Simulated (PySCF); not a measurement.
# CH2O2S: the cost of one run

Programs: PySCF 2.14.0. All values are calculated, for the isolated system unless a continuum is named. Atoms count from 0, parts from 1.

## 1. The system as given

6 atoms, charge 0, multiplicity 1; geometry: GFN2-xTB. Parts: 1 = atoms 0–2, `O`, charge 0; 2 = atoms 3–5, `O=C=S`, charge 0.

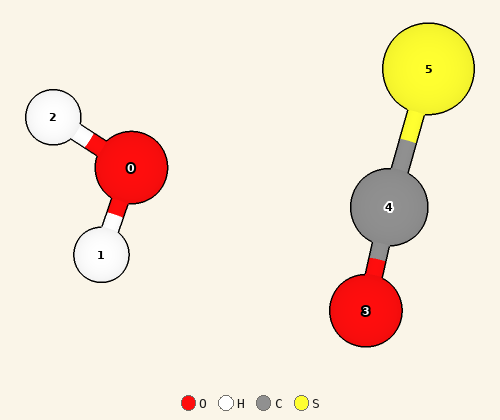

The starting geometry (oxygen red, hydrogen white, carbon grey, sulfur yellow), atoms numbered.

## 2. Geometry optimisation at PBE0-D3(BJ)/def2-SVPD

Job settings and geometry (Å):

```
{"job": {"xc": "PBE0", "basis": "def2-SVPD", "d3": "d3bj", "grid": 2, "kind": "geom", "shake": 0.01}, "charge": 0, "multiplicity": 1, "parts": [{"atoms": "0-2", "charge": 0, "multiplicity": 1}, {"atoms": "3-5", "charge": 0, "multiplicity": 1}]}
O      0.311103    -0.169343     0.096959
H     -0.504528    -0.061397     0.629518
H      0.128477     0.370376    -0.712150
O      0.968478    -1.625689     2.534818
C      1.835502    -1.729373     1.814857
S      3.063015    -1.877265     0.912847
```

Launch:

```
$ OMP_NUM_THREADS=1 python cluster_run.py task.json out
```

The driver reads the jobs from task.json and runs them one after another.

**Question.** How long does this first job take on 1 thread of Intel Xeon Platinum 8488C, shared host, and how much memory does it need?

About 39 s, with a peak of 0.47 GiB.
